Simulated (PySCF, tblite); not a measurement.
# C3H10OSSi2: geometry, infrared bands and NMR shifts

Wanted: the infrared bands and NMR shifts of C3H10OSSi2 (`OC/C=C\[SiH2]S[SiH3]`), by calculation.

Programs: tblite 0.8.0 and PySCF 2.14.0, with density-fitted response routines of our own. Each step states its level of theory. These are calculated values for one molecule in the gas phase, unless marked as measured. Atoms count from 0, in the outputs and in this text.

## 1. Starting geometry

17 atoms, charge 0, multiplicity 1; geometry from: force field or distance geometry start.

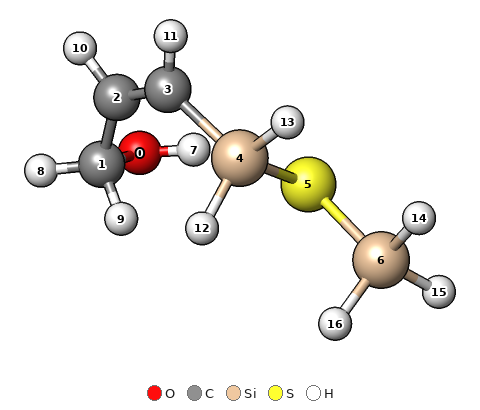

As it starts; oxygen red, carbon grey, silicon light orange, sulfur yellow, hydrogen white, atoms numbered.

## 2. Relaxing the molecule with GFN2-xTB

What the job is given:

```
{"job": {"kind": "relax", "xc": "GFN2-xTB", "basis": "xTB"}, "charge": 0, "multiplicity": 1}
O     -2.377200    -1.622600    -0.468500
C     -2.426100    -0.233900    -0.168400
C     -1.917600     0.515300    -1.347900
C     -0.701100     1.035900    -1.570100
Si     0.794500     0.933600    -0.500300
S      1.187100    -1.144700    -0.211900
Si     2.925600    -0.796800     0.985300
H     -1.442200    -1.833900    -0.626900
H     -3.451100     0.041600     0.058700
H     -1.842100    -0.058300     0.752600
H     -2.676000     0.648900    -2.136300
H     -0.517400     1.547900    -2.493000
H      0.529500     1.581500     0.810500
H      1.945500     1.573300    -1.198600
H      3.929000    -0.041500     0.201900
H      3.487300    -2.107700     1.407500
H      2.545300    -0.026400     2.201300
```

Launch:

```bash
$ OMP_NUM_THREADS=1 python probes_run.py task.json out
```

This one command runs all jobs of the session in turn.

The log of the run:

```text
step      E/eV     max force
  0    -606.72219    1.495
  1    -606.79327    0.976
  2    -606.82591    0.574
  3    -606.84613    0.434
  4    -606.86458    0.361
  5    -606.87682    0.320
  6    -606.88690    0.287
  7    -606.89513    0.259
  8    -606.90103    0.160
  9    -606.90482    0.146
 10    -606.90787    0.152
 11    -606.91136    0.179
 12    -606.91574    0.194
 13    -606.91988    0.130
 14    -606.92271    0.123
 15    -606.92465    0.114
 16    -606.92669    0.122
 17    -606.92881    0.118
 18    -606.93041    0.091
 19    -606.93157    0.084
 20    -606.93284    0.123
 21    -606.93469    0.154
 22    -606.93686    0.144
 23    -606.93851    0.098
 24    -606.93938    0.066
 25    -606.93997    0.089
 26    -606.94068    0.096
 27    -606.94143    0.074
 28    -606.94206    0.064
 29    -606.94258    0.052
 30    -606.94318    0.077
 31    -606.94401    0.094
 32    -606.94500    0.093
 33    -606.94592    0.080
 34    -606.94661    0.054
 35    -606.94710    0.059
 36    -606.94747    0.058
 37    -606.94781    0.048
 38    -606.94815    0.045
 39    -606.94852    0.048
 40    -606.94887    0.042
 41    -606.94913    0.034
 42    -606.94932    0.035
 43    -606.94953    0.039
 44    -606.94981    0.050
 45    -606.95014    0.047
 46    -606.95044    0.043
 47    -606.95067    0.030
 48    -606.95084    0.029
 49    -606.95100    0.025
 50    -606.95113    0.028
 51    -606.95123    0.028
 52    -606.95132    0.026
 53    -606.95141    0.026
 54    -606.95149    0.020
 55    -606.95157    0.028
 56    -606.95164    0.025
 57    -606.95170    0.021
 58    -606.95176    0.023
 59    -606.95184    0.033
 60    -606.95193    0.032
 61    -606.95200    0.018
 62    -606.95204    0.014
 63    -606.95206    0.013
 64    -606.95209    0.021
 65    -606.95213    0.022
 66    -606.95217    0.015
 67    -606.95219    0.011
 68    -606.95221    0.013
 69    -606.95224    0.021
 70    -606.95229    0.025
 71    -606.95235    0.025
 72    -606.95240    0.023
 73    -606.95245    0.019
 74    -606.95250    0.022
 75    -606.95253    0.019
 76    -606.95256    0.013
 77    -606.95258    0.013
 78    -606.95260    0.014
 79    -606.95263    0.017
 80    -606.95267    0.019
 81    -606.95271    0.017
 82    -606.95274    0.016
 83    -606.95278    0.017
 84    -606.95283    0.019
 85    -606.95287    0.017
 86    -606.95291    0.014
 87    -606.95293    0.010
 88    -606.95295    0.010
```

It took 1.3 s on 1 thread of Arm Neoverse N1, shared host; peak memory 0.18 GiB.

Step by step: (not every step is listed)

| step | energy from step 0 (eV) | largest force (eV/Å) |
| --- | --- | --- |
| 0 | 0.0000 | 1.4948 |
| 1 | -0.0711 | 0.9763 |
| 2 | -0.1037 | 0.5741 |
| 3 | -0.1239 | 0.4345 |
| 4 | -0.1424 | 0.3613 |
| 5 | -0.1546 | 0.3201 |
| 6 | -0.1647 | 0.2866 |
| 7 | -0.1729 | 0.2586 |
| 8 | -0.1788 | 0.1598 |
| 15 | -0.2025 | 0.1143 |
| 22 | -0.2147 | 0.1438 |
| 29 | -0.2204 | 0.0525 |
| 36 | -0.2253 | 0.0584 |
| 43 | -0.2273 | 0.0393 |
| 50 | -0.2289 | 0.0280 |
| 57 | -0.2295 | 0.0212 |
| 64 | -0.2299 | 0.0212 |
| 71 | -0.2302 | 0.0253 |
| 78 | -0.2304 | 0.0144 |
| 83 | -0.2306 | 0.0171 |
| 84 | -0.2306 | 0.0193 |
| 85 | -0.2307 | 0.0174 |
| 86 | -0.2307 | 0.0140 |
| 87 | -0.2307 | 0.0104 |
| 88 | -0.2308 | 0.0097 |

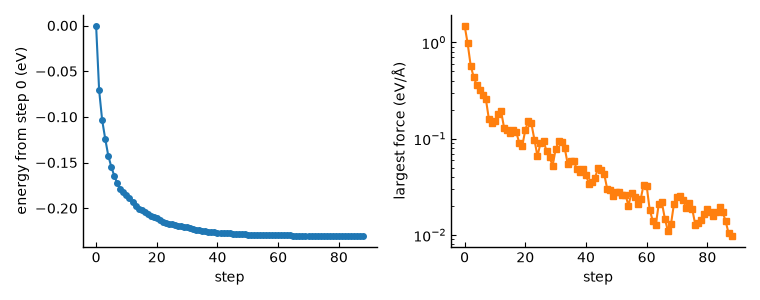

Energy and largest force along the relaxation.

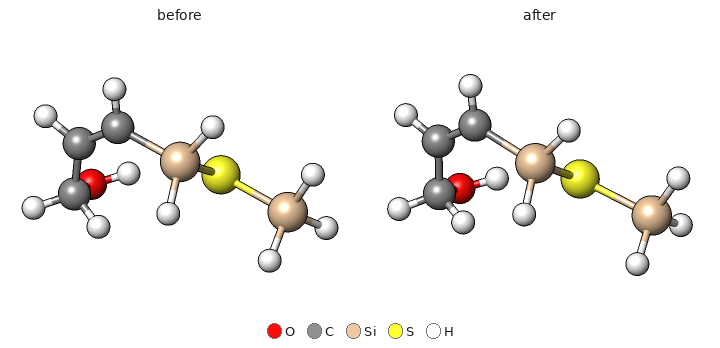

Before and after, at one scale.

Distances of close pairs at the start and the end, largest changes first:

| bond | before (Å) | after (Å) | change (Å) |
| --- | --- | --- | --- |
| Si6–H15 | 1.487 | 1.450 | -0.037 |
| C3–Si4 | 1.842 | 1.877 | +0.035 |
| Si6–H16 | 1.489 | 1.457 | -0.031 |
| Si4–S5 | 2.135 | 2.166 | +0.031 |
| Si4–H13 | 1.491 | 1.461 | -0.030 |
| Si4–H12 | 1.486 | 1.462 | -0.024 |
| Si6–H14 | 1.480 | 1.458 | -0.023 |
| C2–H10 | 1.102 | 1.083 | -0.019 |

The end geometry stands in the next job.

## 3. Harmonic vibrations with GFN2-xTB

What the job is given:

```
{"job": {"kind": "ir", "xc": "GFN2-xTB", "basis": "xTB"}, "charge": 0, "multiplicity": 1}
O     -2.205282    -1.628786    -0.359482
C     -2.323871    -0.236018    -0.183144
C     -1.967970     0.514893    -1.435224
C     -0.788315     1.081852    -1.660144
Si     0.682766     1.096350    -0.494451
S      1.169368    -0.980697    -0.122205
Si     2.958518    -0.895348     1.050046
H     -1.270869    -1.836727    -0.492858
H     -3.372127    -0.060039     0.075415
H     -1.689172     0.102956     0.648900
H     -2.735344     0.516870    -2.199681
H     -0.636689     1.571563    -2.614291
H      0.431166     1.725356     0.801248
H      1.842892     1.704390    -1.141278
H      3.978412    -0.201487     0.273468
H      3.258494    -2.296713     1.273130
H      2.661025    -0.166385     2.276547
```

The log of the run:

```text
mode    cm-1     km/mol
  1      23.9      2.56
  2      58.6      0.84
  3      72.1      0.24
  4      78.0      0.61
  5      93.0      2.87
  6     125.0      0.63
  7     206.7      4.24
  8     256.2      2.61
  9     397.7     11.86
 10     446.9     17.86
 11     468.0    103.36
 12     489.2     34.14
 13     512.5     75.27
 14     524.7     50.20
 15     542.8    107.38
 16     568.0    100.50
 17     581.8     16.34
 18     677.4    238.51
 19     748.6    141.35
 20     755.7    439.56
 21     763.2    112.07
 22     768.6    143.59
 23     777.4     16.67
 24     799.7    496.06
 25     930.4      9.85
 26     943.6     14.51
 27    1025.4      1.78
 28    1070.5     78.95
 29    1148.7     30.82
 30    1227.5      4.08
 31    1298.6      8.31
 32    1323.2     27.14
 33    1349.3     52.49
 34    1460.9      0.90
 35    1671.1     32.87
 36    2253.2    242.40
 37    2278.4    105.70
 38    2304.9    412.65
 39    2315.8    180.38
 40    2381.3    200.18
 41    2865.0     77.38
 42    2961.4     28.99
 43    3028.3     22.09
 44    3047.0     55.52
 45    3495.9     38.98
```

Wall time 1.3 s (1 thread of Arm Neoverse N1, shared host); peak memory 0.18 GiB.

Which atoms move in the most intense modes:

| cm⁻¹ | km/mol | atoms |
| --- | --- | --- |
| 677 | 238.5 | H13 37 %, H12 37 %, C3 13 % |
| 756 | 439.6 | C3 20 %, H11 19 %, Si4 14 % |
| 769 | 143.6 | H15 27 %, H14 26 %, H16 24 % |
| 800 | 496.1 | H13 24 %, H12 24 %, H14 19 %, H16 19 % |
| 2253 | 242.4 | H12 76 %, H13 18 % |
| 2305 | 412.6 | H14 52 %, H16 41 % |
| 2316 | 180.4 | H16 54 %, H14 42 % |
| 2381 | 200.2 | H15 97 % |

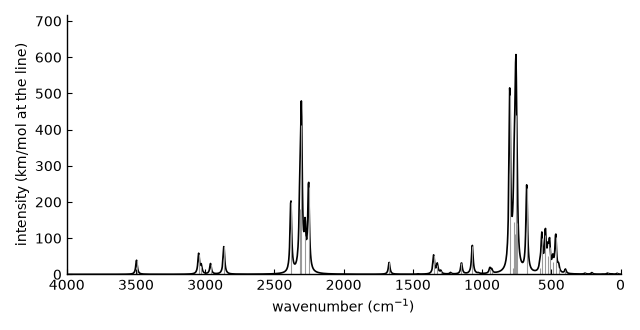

The infrared spectrum from these modes, unscaled. Lines are broadened to a width of 14 cm⁻¹ (Lorentzian).

## 4. Nuclear shieldings: PBE0/pcSseg-1

Settings changed since step 3:

```diff
@@ -1,2 +1,2 @@
-{"job": {"kind": "ir", "xc": "GFN2-xTB", "basis": "xTB"}, "charge": 0, "multiplicity": 1}
+{"job": {"kind": "nmr", "xc": "PBE0", "basis": "pcSseg-1"}, "charge": 0, "multiplicity": 1}
 O     -2.205282    -1.628786    -0.359482
```

Method: GIAO PBE0/pcSseg-1 NMR shielding, non-relativistic, gas phase.

The log of the run:

```text
coarse grid: 15416 points
cycle   1  E = -1171.9375179234  dE =  5.751e-01  |g| = 6.502e-01  |ddm| = 3.697e+00
cycle   2  E = -1171.8681229044  dE =  6.940e-02  |g| = 8.971e-01  |ddm| = 1.302e+00
cycle   3  E = -1172.0224113681  dE = -1.543e-01  |g| = 8.844e-02  |ddm| = 8.182e-01
cycle   4  E = -1172.0237021262  dE = -1.291e-03  |g| = 3.856e-02  |ddm| = 1.005e-01
cycle   5  E = -1172.0240552626  dE = -3.531e-04  |g| = 8.892e-03  |ddm| = 4.345e-02
cycle   6  E = -1172.0240702555  dE = -1.499e-05  |g| = 4.694e-03  |ddm| = 1.166e-02
cycle   7  E = -1172.0240758572  dE = -5.602e-06  |g| = 7.905e-04  |ddm| = 4.504e-03
final grid: 134152 points
cycle   8  E = -1172.0766049015  dE = -2.788e-05  |g| = 9.217e-03  |ddm| = 2.755e-02
cycle   9  E = -1172.0765901521  dE =  1.475e-05  |g| = 1.256e-02  |ddm| = 1.677e-02
cycle  10  E = -1172.0766229308  dE = -3.278e-05  |g| = 1.123e-03  |ddm| = 9.702e-03
cycle  11  E = -1172.0766231706  dE = -2.398e-07  |g| = 1.989e-04  |ddm| = 1.030e-03
cycle  12  E = -1172.0766231789  dE = -8.351e-09  |g| = 8.030e-05  |ddm| = 2.791e-04
cycle  13  E = -1172.0766231804  dE = -1.482e-09  |g| = 3.156e-05  |ddm| = 9.692e-05
cycle  14  E = -1172.0766231807  dE = -2.447e-10  |g| = 5.842e-06  |ddm| = 3.098e-05
converged SCF energy = -1172.0766231807

GIAO shielding tensors (ppm)
atom      isotropic    diamagn.    paramagn.     s11        s22        s33       span
  0 O      287.409     390.016    -102.607    237.900    288.436    335.891     97.991
  1 C      120.182     249.202    -129.020     97.523    115.202    147.821     50.298
  2 C       21.538     256.161    -234.623   -108.986     17.497    156.103    265.089
  3 C       58.175     262.209    -204.035    -48.807     57.491    165.841    214.648
  4 Si     391.961     881.703    -489.742    363.338    383.156    429.389     66.051
  5 S      820.300    1063.251    -242.951    747.899    825.663    887.338    139.439
  6 Si     408.450     879.843    -471.393    369.708    401.057    454.586     84.878
  7 H       30.209      34.197      -3.987     19.062     27.968     43.597     24.535
  8 H       27.357      29.341      -1.983     23.767     26.030     32.275      8.508
  9 H       27.259      33.208      -5.949     24.704     27.302     29.771      5.067
 10 H       24.320      29.436      -5.115     21.588     24.395     26.978      5.391
 11 H       25.507      29.958      -4.451     23.324     25.799     27.398      4.074
 12 H       26.420      30.775      -4.354     23.281     24.396     31.584      8.303
 13 H       26.859      30.438      -3.579     22.722     25.121     32.734     10.012
 14 H       27.096      28.626      -1.530     22.961     25.214     33.114     10.153
 15 H       27.039      28.751      -1.713     22.926     24.796     33.394     10.468
 16 H       27.029      29.068      -2.040     22.798     25.306     32.983     10.185
```

It took 57 s on 1 thread of Arm Neoverse N1, shared host; peak memory 0.84 GiB.

The references, computed at this level on geometries of the same kind, shield at (ppm): 1H TMS 31.72, 13C TMS 186.9, 29Si TMS 349.2, 17O H2O 336.1, 33S CS2 504. Their shielding less the atom's gives the shift. The references are single molecules in the gas phase, so shifts against H2O, NH3, PH3, H3PO4 or CFCl3 are not on the usual liquid scales and can be off by tens of ppm. Atoms listed in one row are averaged.

| atoms | environment | σ (ppm) | δ (ppm) | δ scaled to CDCl3 |
| --- | --- | --- | --- | --- |
| C2 | alkene CH | 21.5 | 165.4 | 159.5 |
| C3 | alkene CH | 58.2 | 128.8 | 123.7 |
| C1 | allylic sp3 CH2 bonded to O | 120.2 | 66.7 | 63.2 |
| H10 | hydrogen on an alkene CH | 24.32 | 7.40 | 7.08 |
| H11 | hydrogen on an alkene CH | 25.51 | 6.21 | 5.96 |
| H12, H13 | hydrogen on a silicon bonded to C, S | 26.64 | 5.08 | – |
| H14, H15, H16 | hydrogen on a silicon bonded to S | 27.05 | 4.66 | – |
| H8, H9 | hydrogen on an allylic sp3 CH2 bonded to O | 27.31 | 4.41 | 4.26 |
| H7 | hydrogen on an alcohol oxygen | 30.21 | 1.51 | – |
| O0 | alcohol oxygen | 287.4 | 48.7 | – |
| Si4 | silicon bonded to C, S, 2 H | 392.0 | -42.8 | – |
| Si6 | silicon bonded to S, 3 H | 408.5 | -59.3 | – |
| S5 | sulfur bonded to 2 Si | 820 | -317 | – |

The scaled column applies a straight-line fit of computed shieldings to shifts measured in CDCl3, with any fitted terms for Cl, Br or S neighbours (root-mean-square error 0.16 ppm for H, 1.9 ppm for C).

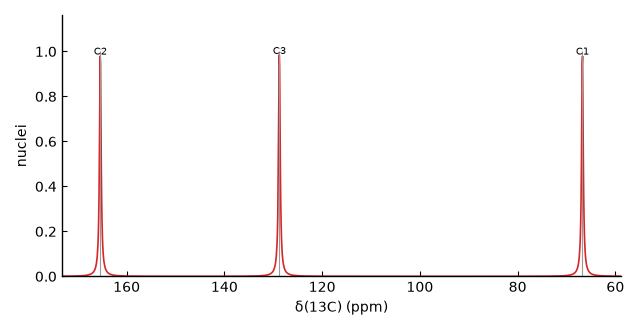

13C lines at the computed shifts, without couplings. Lines are broadened to a width of 0.39 ppm (Lorentzian).

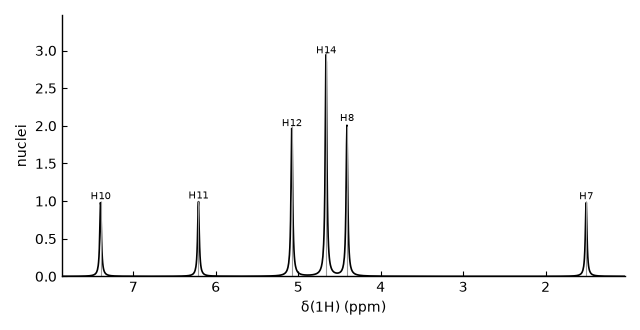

1H lines at the computed shifts, without couplings. Lines are broadened to a width of 0.02 ppm (Lorentzian).

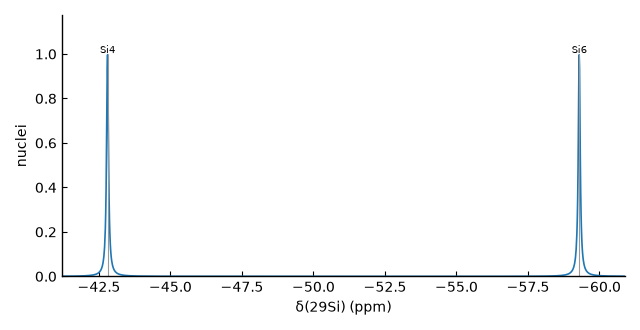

29Si lines at the computed shifts, without couplings. Lines are broadened to a width of 0.08 ppm (Lorentzian).

Charges from the same density, by scheme (e):

| atoms | Mulliken | IAO | Hirshfeld | ESP fit |
| --- | --- | --- | --- | --- |
| O0 | -0.45 | -0.54 | -0.23 | -0.64 |
| C1 | 0.07 | -0.05 | 0.00 | 0.33 |
| C2 | -0.15 | -0.11 | -0.03 | -0.25 |
| C3 | -0.43 | -0.44 | -0.15 | -0.34 |
| Si4 | 0.60 | 0.68 | 0.32 | 0.46 |
| S5 | -0.60 | -0.46 | -0.16 | -0.41 |
| Si6 | 0.48 | 0.56 | 0.31 | 0.36 |

IAO charges:

O0 -0.54; C1 -0.05; C2 -0.11; C3 -0.44; Si4 0.68; S5 -0.46; Si6 0.56; H7 0.34; H8 0.16; H9 0.12; H10 0.15; H11 0.16; H12 -0.12; H13 -0.11; H14 -0.12; H15 -0.09; H16 -0.12

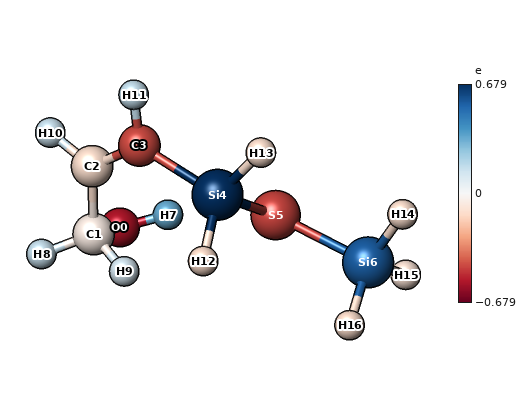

IAO charges, as colours on the atoms.

Mayer bond orders: O0–C1 0.95, C1–C2 1.05, C2–C3 1.91, C3–Si4 0.91, Si4–S5 0.92, S5–Si6 0.93.

## 5. Results

```
                                                              quantity                                   value
                             strongest single infrared mode (GFN2-xTB)                    800 cm⁻¹, 496 km/mol
                                          zero-point energy (GFN2-xTB)                           73.1 kcal/mol
                                13C shifts against TMS (PBE0/pcSseg-1)                  165.4, 128.8, 66.7 ppm
1H shifts against TMS (PBE0/pcSseg-1, means over atoms taken as alike)  7.40, 6.21, 5.08, 4.66, 4.41, 1.51 ppm
                                17O shifts against H2O (PBE0/pcSseg-1)                                48.7 ppm
                               29Si shifts against TMS (PBE0/pcSseg-1)                        -42.8, -59.3 ppm
                                33S shifts against CS2 (PBE0/pcSseg-1)                                -317 ppm
```

In words: The optimisation took 88 steps and gained 0.231 eV; among the close pairs (by a distance rule), Si6–H15 changed most, from 1.487 to 1.450 Å. No mode is imaginary among the 45: a minimum at this level. The strongest single mode, at 800 cm⁻¹, is spread over several atoms, H13, H12, H14, H16 among them. GFN2-xTB is a fitted tight-binding method: band positions and strengths are rough. Its intensities can rank the bands wrongly. At PBE0/pcSseg-1: The largest span, 265 ppm, is at C2, where the paramagnetic term is -235 ppm.
